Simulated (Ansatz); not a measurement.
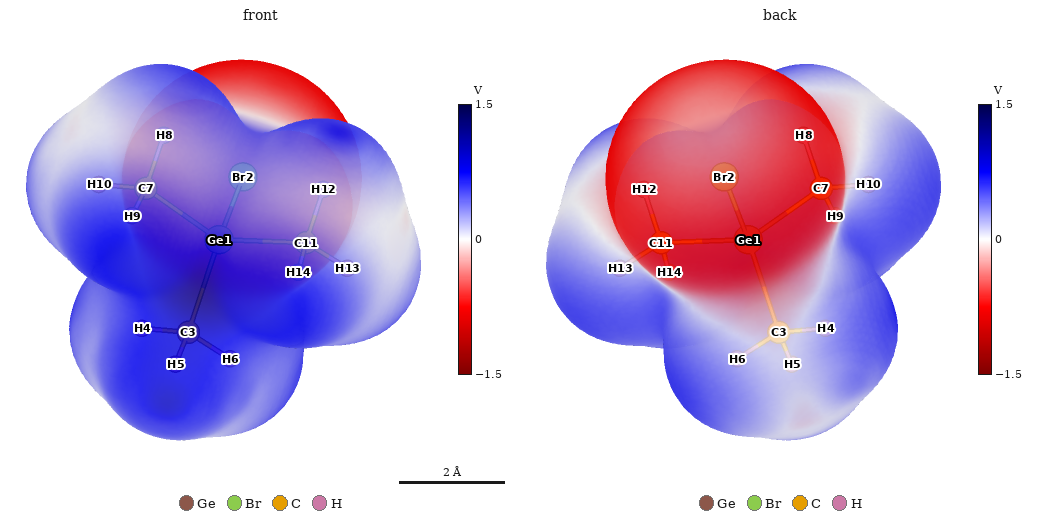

The picture shows: C3H9BrGe. The molecular electrostatic potential painted on the density surface at 0.001 e/bohr³, seen from the front and from behind; the colour scale runs from red (negative) to blue (positive).

Geometry: r2SCAN-D4/def2-SVP.

These are results of RKS PBE0-D4/def2-TZVP (Ansatz 0.2.0), not measurements.

The calculation's input:

```
crystal:
  periodic: [false, false, false]
  atoms:
    - {symbol: Ge, position_ang: [0.001552, 0.001224, 0.376648]}
    - {symbol: Br, position_ang: [0.011904, 0.009304, 2.722465]}
    - {symbol: C, position_ang: [1.866230, 0.005506, -0.184143]}
    - {symbol: H, position_ang: [2.382330, 0.892985, 0.210509]}
    - {symbol: H, position_ang: [1.925513, 0.020265, -1.284415]}
    - {symbol: H, position_ang: [2.379961, -0.893636, 0.186554]}
    - {symbol: C, position_ang: [-0.939576, 1.613413, -0.177099]}
    - {symbol: H, position_ang: [-1.969515, 1.607083, 0.208743]}
    - {symbol: H, position_ang: [-0.972755, 1.667533, -1.277213]}
    - {symbol: H, position_ang: [-0.426085, 2.507283, 0.206334]}
    - {symbol: C, position_ang: [-0.929114, -1.620819, -0.165946]}
    - {symbol: H, position_ang: [-1.961888, -1.614851, 0.212297]}
    - {symbol: H, position_ang: [-0.414446, -2.508134, 0.230889]}
    - {symbol: H, position_ang: [-0.954121, -1.687156, -1.265644]}
basis:
  gaussian: {orbitals: def2-TZVP, initial_orbitals: start.molden}
hamiltonian: {xc: pbe0, dispersion: d4}
scf: {omitted_lower_state_checks: [starts]}
output: {orbitals: {seedname: orbitals}}
```

Launched as:

```sh
ansatz run in.yaml --threads 4 --pin off --events-out ev --progress --plain --max-ram 4787MiB
```

**Which sites attract a positive test charge, and which a negative one?**

A positive charge is drawn to the negative regions and a negative charge to the positive ones. The most negative region (about −0.8 V) lies over Br2, the most positive (about +1.0 V) over Ge1.
